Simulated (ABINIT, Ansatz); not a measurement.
# H6PbCNCl3 (Pm): bands and cutoff in G0W0 with ABINIT, part 2 of 2

What does each rung of G0W0 on H6PbCNCl3 (Pm) cost, and what does it buy?

ABINIT 10.8.3; PBEsol and many-body steps on it, plane waves. Known limits of the many-body steps: not at the basis limit; no spin-orbit coupling; coarse k mesh.

So far. Step 3 (Screening, 2×2×2 mesh, 101 bands, screening to 76.2 eV): Local fields lower ε∞ by 12 %. On a Γ-centred mesh this coarse the value itself is usually too large, while a short band sum pulls it down. Step 4 (101 bands, 76.2 eV): The gap on the mesh goes from 2.46 eV to 4.06 eV, a correction of +1.59 eV.

## 6. 265 bands, 141.5 eV

This step: G0W0 on PBEsol, plane waves, norm-conserving pseudopotentials.

run.abi

```
acell 3*1.0 Angstrom
rprim 
  5.752832000000 0.000000000000 0.000000000000
  0.000000000000 5.764671000000 0.000000000000
  -0.002604000000 0.000000000000 5.855201000000
ntypat 5
znucl 1 82 6 7 17
natom 12
typat 1 1 1 1 1 1 2 3 4 5 5 5
xred 
  0.879476000000 0.500000000000 0.790423000000
  0.813252000000 0.344072000000 0.047387000000
  0.813252000000 0.655928000000 0.047387000000
  0.229661000000 0.354316000000 0.978538000000
  0.229661000000 0.645684000000 0.978538000000
  0.170957000000 0.500000000000 0.216412000000
  0.473988000000 0.000000000000 0.483874000000
  0.894268000000 0.500000000000 0.976848000000
  0.144932000000 0.500000000000 0.040731000000
  0.427891000000 0.000000000000 0.975558000000
  0.429192000000 0.500000000000 0.520036000000
  0.971826000000 0.000000000000 0.439660000000
pp_dirpath "pseudos"
pseudos "H.upf, Pb.upf, C.upf, N.upf, Cl.upf"
ecut 37
ngkpt 2 2 2
nshiftk 1
shiftk 0 0 0
kptopt 1
chksymbreak 0
istwfk *1
occopt 1
irdwfk 1
optdriver 4
nband 265
gwcalctyp 0
ecutsigx 37
symsigma 1
nkptgw 2
kptgw 
  0.5000000000 0.5000000000 0.5000000000
  0.0000000000 0.0000000000 0.0000000000
bdgw 
  28 31
  28 31
ecuteps 5.2
irdscr 1
ppmodel 1
indata_prefix "in"
outdata_prefix "out"
tmpdata_prefix "tmp"
```

Command:

```console
> OMP_NUM_THREADS=1 mpirun -n 16 abinit run.abi > log
```

Numbers of over 12 decimals in the logs are rounded to 6 here.

What it wrote:

```text
.Version 10.8.3 of ABINIT. v10.8.2 released Aug 2026.

 Symmetries : space group Pm (#  6); Bravais mP (primitive monocl.)
[... echo of the input left out ...]
== DATASET  1 ==================================================================
-   mpi_nproc: 16, omp_nthreads: 1 (-1 if OMP is not activated)

--- !DatasetInfo
iteration_state: {dtset: 1, }
dimensions: {natom: 12, nkpt: 8, mband: 265, nsppol: 1, nspinor: 1, nspden: 1, mpw: 14134, }
cutoff_energies: {ecut:  37.0, pawecutdg:  -1.0, }
electrons: {nelect:   5.80000000E+01, charge:   0.00000000E+00, occopt:   1.00000000E+00, tsmear:   1.00000000E-02, }

 SIGMA: Calculation of the GW corrections

 Based on a program developped by R.W. Godby, V. Olevano, G. Onida, and L. Reining.
 Incorporated in ABINIT by V. Olevano, G.-M. Rignanese, and M. Torrent.
.Using double precision arithmetic ; gwpc =  8

[... cell and pseudopotentials left out ...]
--------------------------------------------------------------------------------

 ==== K-mesh for the wavefunctions ====
 Number of points in the irreducible wedge :     8
[... list of points left out ...]
 Together with  2 symmetry operations and time-reversal symmetry
 yields     8 points in the full Brillouin Zone.

 ==== Q-mesh for screening function ====
 Number of points in the irreducible wedge :     8
[... list of points left out ...]
 Together with  2 symmetry operations and time-reversal symmetry
 yields     8 points in the full Brillouin Zone.

 vcoul_init : cutoff-mode = AUXILIARY_FUNCTION
 q-points for optical limit:   1
     1)      0.000010    0.000020    0.000030
 setmesh: FFT mesh size selected  =    60x   60x   64
          total number of points  =       230400

 Number of electrons calculated from density =   58.0000; Expected =   58.0000
[...]
number of omega for Sigma on real axis              0
 max omega for Sigma on real axis  [eV]           0.00
 zcut for avoiding poles [eV]                     0.10

 EPSILON^-1 parameters (SCR file):
 dimension of the eps^-1 matrix on file            739
 dimension of the eps^-1 matrix used               739
 number of plane-waves for wavefunctions         14083
 number of bands                                   265
 number of q-points in IBZ                           8
 number of frequencies                               2
 number of real frequencies                          1
 number of imag frequencies                          1

 matrix elements of self-energy operator (all in [eV])

 Perturbative Calculation

--- !SelfEnergy_ee
iteration_state: {dtset: 1, }
kpoint     : [   0.500,    0.500,    0.500, ]
spin       : 1
KS_gap     :    2.463
QP_gap     :    4.105
Delta_QP_KS:    1.641
data: !SigmaeeData |
     Band     E0 <VxcDFT>   SigX SigC(E0)      Z dSigC/dE  Sig(E)    E-E0       E
       28  -0.548 -13.932 -18.306   2.828   0.772  -0.295 -15.126  -1.194  -1.742
       29   0.627 -15.051 -17.601   1.639   0.790  -0.265 -15.771  -0.719  -0.092
       30   3.091 -10.596  -6.392  -3.081   0.821  -0.217  -9.674   0.922   4.013
[...]
--- !SelfEnergy_ee
iteration_state: {dtset: 1, }
kpoint     : [   0.000,    0.000,    0.000, ]
spin       : 1
KS_gap     :    5.799
QP_gap     :    7.679
Delta_QP_KS:    1.880
data: !SigmaeeData |
     Band     E0 <VxcDFT>   SigX SigC(E0)      Z dSigC/dE  Sig(E)    E-E0       E
[...]
30   5.101  -7.648  -3.631  -3.213   0.842  -0.188  -6.971   0.678   5.779
       31   6.045 -11.497  -6.923  -3.393   0.804  -0.244 -10.548   0.949   6.994

== END DATASET(S) ==============================================================
================================================================================

 -outvars: echo values of variables after computation  --------
           etotal      0.0000000000E+00
            nband         265
             nkpt           8
          spgroup           6
 [... the other variables as echoed above ...]

 Calculation completed.
```

Elapsed: 42 s, on 16 MPI ranks of Intel Xeon Platinum 8259CL at 2.50GHz (Skylake/Cascade Lake), shared host; peak memory 9.6 GiB.

Numbers from this step:

* G0W0 gap on the points computed: 4.105 eV
* starting gap on the mesh: 2.463 eV
* k of the valence top: 0.5, 0.5, 0.5
* k of the conduction bottom: 0.5, 0.5, 0.5
* Z at the valence top: 0.79
* Z at the conduction bottom: 0.821
* least direct G0W0 gap on the computed points: 4.105 eV

Against G0W0 in ABINIT (2×2×2 mesh, 101 bands, screening to 76.2 eV, Godby-Needs plasmon pole), the gap moves by +0.049 eV.

## 7. Screening, 2×2×2 mesh, 608 bands, screening to 217.7 eV

This step: RPA screening on PBEsol, plane waves, norm-conserving pseudopotentials.

run.abi, as its differences from that of step 6:

```diff
@@ -33,17 +33,8 @@
 irdwfk 1
-optdriver 4
-nband 265
-gwcalctyp 0
-ecutsigx 37
-symsigma 1
-nkptgw 2
-kptgw 
-  0.5000000000 0.5000000000 0.5000000000
-  0.0000000000 0.0000000000 0.0000000000
-bdgw 
-  28 31
-  28 31
-ecuteps 5.2
-irdscr 1
-ppmodel 1
+optdriver 3
+nband 608
+ecuteps 8
+inclvkb 2
+awtr 1
+symchi 1
 indata_prefix "in"
```

What it wrote:

```text
.Version 10.8.3 of ABINIT. v10.8.2 released Aug 2026.

 Symmetries : space group Pm (#  6); Bravais mP (primitive monocl.)
[... echo of the input left out ...]
== DATASET  1 ==================================================================
-   mpi_nproc: 16, omp_nthreads: 1 (-1 if OMP is not activated)

--- !DatasetInfo
iteration_state: {dtset: 1, }
dimensions: {natom: 12, nkpt: 8, mband: 608, nsppol: 1, nspinor: 1, nspden: 1, mpw: 14134, }
cutoff_energies: {ecut:  37.0, pawecutdg:  -1.0, }
[...]
--------------------------------------------------------------------------------
[... chi0 elements left out ...]
 For q-point:  0.000010 0.000020 0.000030
  dielectric constant =   4.8767
  dielectric constant without local fields =   5.5978

  Average fulfillment of the sum rule on Im[epsilon] for q-point    1 :     85.87  [%]
[... wings left out ...]
  q-point number  2        q = ( 0.500000, 0.000000, 0.000000) [r.l.u.]
--------------------------------------------------------------------------------
[... chi0 elements left out ...]
  Average fulfillment of the sum rule on Im[epsilon] for q-point    2 :     88.02  [%]

 [... 6 further q-points ...]
```

Run time: 17 min. Hardware: 16 MPI ranks; peak memory 18 GiB.

Numbers from this step:

```
ε∞ with local fields, on this mesh, along the program's q direction : 4.877
the same without local fields                                       : 5.598
plasma frequency                                                    : 20.29 eV
plane waves in the screening matrix                                 : 1383
```

## 8. 608 bands, 217.7 eV

This step: G0W0 on PBEsol, plane waves, norm-conserving pseudopotentials.

run.abi, as its differences from that of step 7:

```diff
@@ -33,8 +33,18 @@
 irdwfk 1
-optdriver 3
+optdriver 4
 nband 608
+gwcalctyp 0
+ecutsigx 37
+symsigma 1
+nkptgw 2
+kptgw 
+  0.5000000000 0.5000000000 0.5000000000
+  0.0000000000 0.0000000000 0.0000000000
+bdgw 
+  28 31
+  28 31
 ecuteps 8
-inclvkb 2
-awtr 1
-symchi 1
+irdscr 1
+ppmodel 1
+gwmem 01
 indata_prefix "in"
```

What it wrote:

```text
.Version 10.8.3 of ABINIT. v10.8.2 released Aug 2026.

 Symmetries : space group Pm (#  6); Bravais mP (primitive monocl.)
[... echo of the input left out ...]
== DATASET  1 ==================================================================
-   mpi_nproc: 16, omp_nthreads: 1 (-1 if OMP is not activated)

--- !DatasetInfo
iteration_state: {dtset: 1, }
dimensions: {natom: 12, nkpt: 8, mband: 608, nsppol: 1, nspinor: 1, nspden: 1, mpw: 14134, }
cutoff_energies: {ecut:  37.0, pawecutdg:  -1.0, }
[...]
Band     E0 <VxcDFT>   SigX SigC(E0)      Z dSigC/dE  Sig(E)    E-E0       E
[...]
30   5.101  -7.648  -3.631  -3.351   0.841  -0.189  -7.088   0.561   5.662
       31   6.045 -11.497  -6.923  -3.687   0.804  -0.244 -10.784   0.713   6.758

== END DATASET(S) ==============================================================
================================================================================

 -outvars: echo values of variables after computation  --------
           etotal      0.0000000000E+00
            nband         608
             nkpt           8
          spgroup           6
 [... the other variables as echoed above ...]

 Calculation completed.
```

Wall time 4.4 min (16 MPI ranks); peak memory 12 GiB.

Numbers from this step:

```yaml
g0w0_gap_on_the_points_computed: 4.173 eV
starting_gap_on_the_mesh: 2.463 eV
k_of_the_valence_top: 0.5, 0.5, 0.5
k_of_the_conduction_bottom: 0.5, 0.5, 0.5
least_direct_g0w0_gap_on_the_computed_points: 4.173 eV
```

Against G0W0 in ABINIT (2×2×2 mesh, 265 bands, screening to 141.5 eV, Godby-Needs plasmon pole), the gap moves by +0.068 eV.

## 9. The runs together

Times are wall times on 16 MPI ranks of Intel Xeon Platinum 8259CL at 2.50GHz (Skylake/Cascade Lake), shared host, good to a factor of about two. A run's time includes the screening step that it read.

| run | mesh | bands | screening cutoff (eV) | DFT gap (eV) | gap on the mesh (eV) | direct (eV) | ε∞ used | time |
| --- | --- | --- | --- | --- | --- | --- | --- | --- |
| 101 bands, 76.2 eV | 2×2×2 | 101 | 76.2 | 2.463 | 4.056 | 4.056 | 4.89 | 61 s |
| 265 bands, 141.5 eV | 2×2×2 | 265 | 141.5 | 2.463 | 4.105 | 4.105 | 4.88 | 4.7 min |
| 608 bands, 217.7 eV | 2×2×2 | 608 | 217.7 | 2.463 | 4.173 | 4.173 | 4.88 | 21 min |

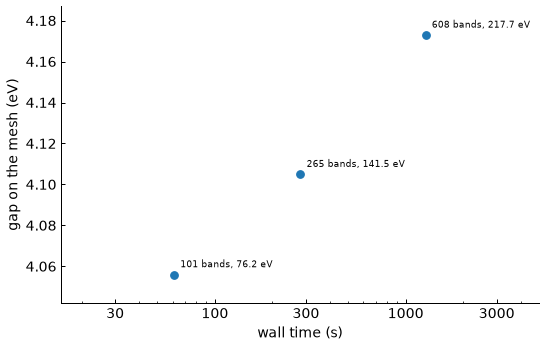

Result against wall time.

## 10. Summary of results

```yaml
101_bands_76p2_ev: 4.056 eV
265_bands_141p5_ev: 4.105 eV
608_bands_217p7_ev: 4.173 eV
known_limits: not at the basis limit; no spin-orbit coupling; coarse k mesh
```

What this shows: From the first rung to the last the gap moves by +0.12 eV for 21 times the time. The steps are not yet shrinking, so no limit is drawn. In the G0W0 runs levels were corrected at 2 k points alone, so a gap called «on the mesh» is the least over those, and an edge elsewhere would be missed. The 2×2×2 mesh is coarse for this cell, which bears on the long-range parts of exchange and screening. Where an edge is built on 6p states of lead, bismuth or thallium, scalar-relativistic gaps usually stand too wide, by a few tenths to over one eV. The many-body steps are scalar-relativistic: spin-orbit coupling is not in them.

[Paths, hosts, dates, memory and timing lines, banners, echoed tables and standing remarks are left out of the program output.]

[Logs are printed without paths, hosts, clocks, repeated set-up lines and the standing remarks that a program may print on its own settings, such as how far it seeks lower states.]

[Runs of the session that timed out or met a known fault of the program may be left out.]

[Hosts, paths, dates, database ids (printed as entryN), source tags and the programs' standing remarks are cut or masked in the printed files.]

[G0W0 gaps are taken among the corrected bands and points alone; a level outside them can change the order at an edge.]

[Where Ansatz stands beside ABINIT at settings called matched, ABINIT's density can come from a denser mesh and the files from another edition; pairs whose starting gaps differed by over 0.03 eV were left out, so agreement reads better than it is.]
